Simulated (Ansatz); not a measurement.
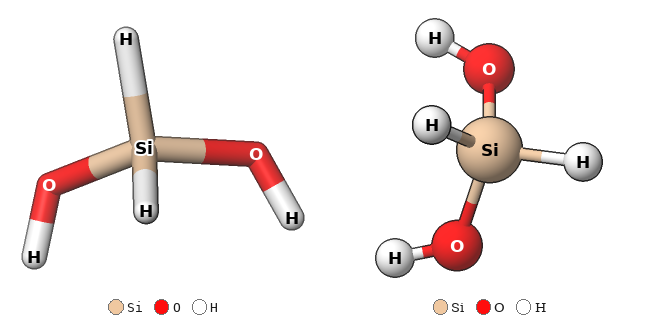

The same structure drawn twice, from different directions.

The computed structure is the end point of a PBE0-D4/def2-TZVP optimisation.

What is the molecular formula?

Answer. H4O2Si, 7 atoms: 4 hydrogen, 2 oxygen and 1 silicon.

How many sets of symmetry-equivalent atoms are there?

Answer. 5: 1 Si, 2 O, 1 H, 1 H, 2 H.

How many bonds of each kind are drawn?

Answer. 2 O–Si, 2 O–H, 2 Si–H. Sticks follow a distance rule.

Give the symmetry (Schoenflies symbol).

Answer. Cs.

The parts below concern this one geometry. Atoms keep their numbers from picture to picture.

## Geometry

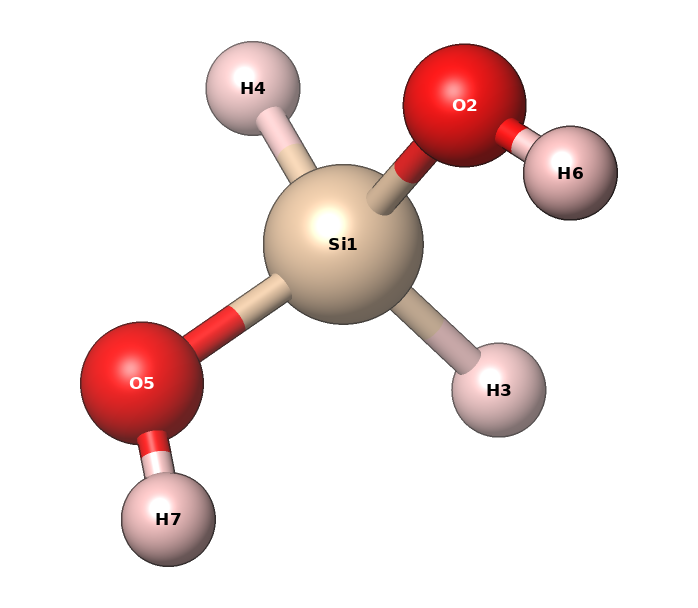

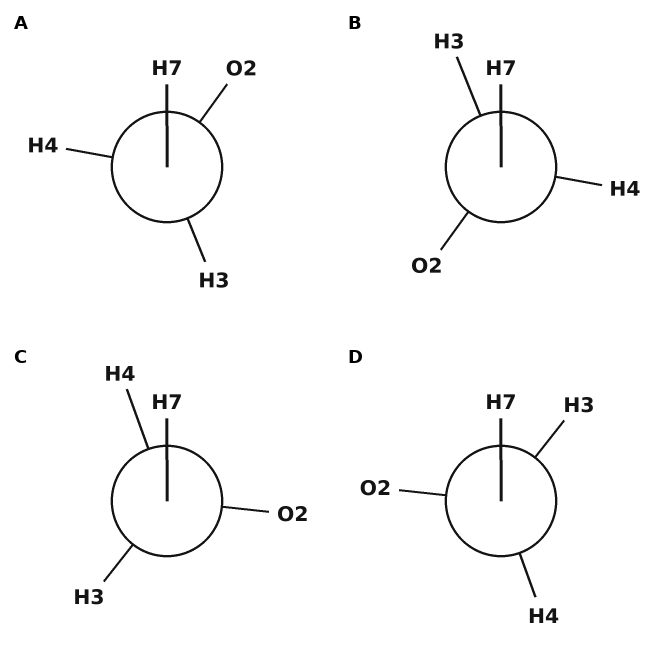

Atoms fade into the background with distance from the viewer. Bonds that would overlap in a projection are set slightly apart.

Which Newman projection shows the view along O5–Si1, with O5 in front?

Answer. D. The torsion angle H7–O5–Si1–O2 is −84°, about perpendicular.

## Vibrations

Harmonic vibrations computed with RKS PBE0-D4/def2-TZVP (Ansatz 0.2.0) at a stationary point of the same level.

How many vibrational modes are there, and where do they lie?

Answer. 15 modes: 30, 277, 327, 606, 734, 827, 852, 901, 916, 961, 976, 2198, 2294, 3935, 3937 cm⁻¹.

## Charges

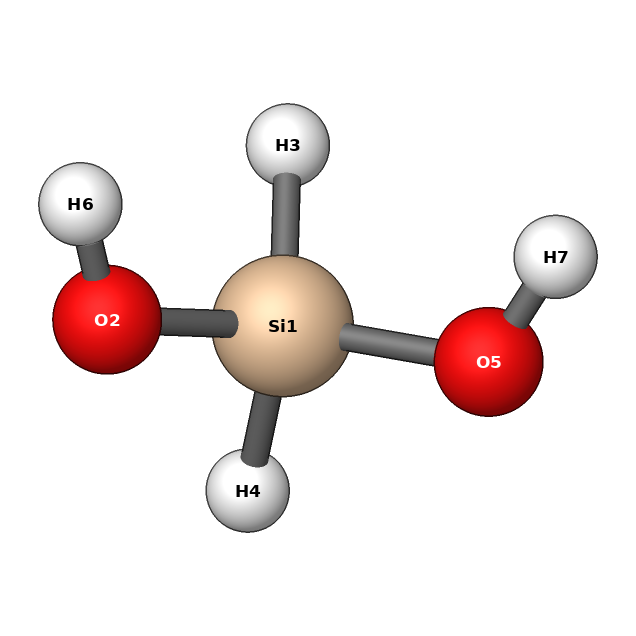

The questions are on Mulliken charges. Method: RKS PBE0-D4/def2-TZVP (Ansatz 0.2.0).

List the Mulliken charges.

| atom | value (e) |
| --- | --- |
| Si1 | 0.50 |
| O2 | −0.52 |
| H3 | −0.07 |
| H4 | −0.04 |
| O5 | −0.52 |
| H6 | 0.32 |
| H7 | 0.32 |

## Electronic properties

Properties computed with RKS PBE0-D4/def2-TZVPP (Ansatz 0.2.0).

Estimate the HOMO–LUMO gap.

Answer. 9.23 eV.

What is the dispersion correction?

Answer. −7.5 kJ/mol.

What is the HOMO energy (Kohn–Sham orbital)?

Answer. −8.88 eV.

## Dipole moment

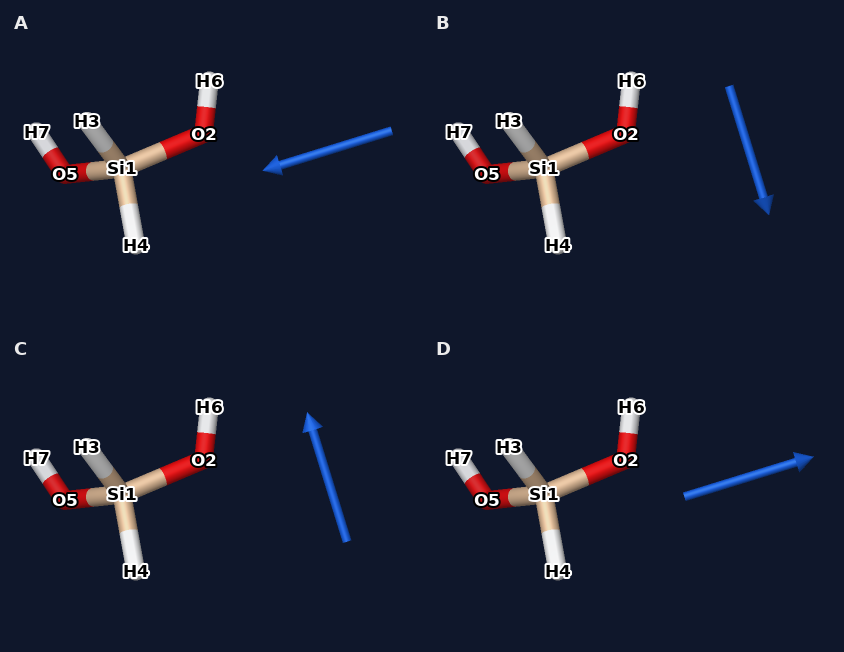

The same molecule four times, each with an arrow. Properties computed with RKS PBE0-D4/def2-TZVP (Ansatz 0.2.0).

Which arrow points along the dipole moment, from the negative to the positive end?

Answer. C. The dipole moment is 2.71 D; it points from the side of H4 to the side of H3, H6, H7 (the outermost atoms at the two ends).

Mulliken values depend strongly on the basis set and can even reverse the polarity of a bond.
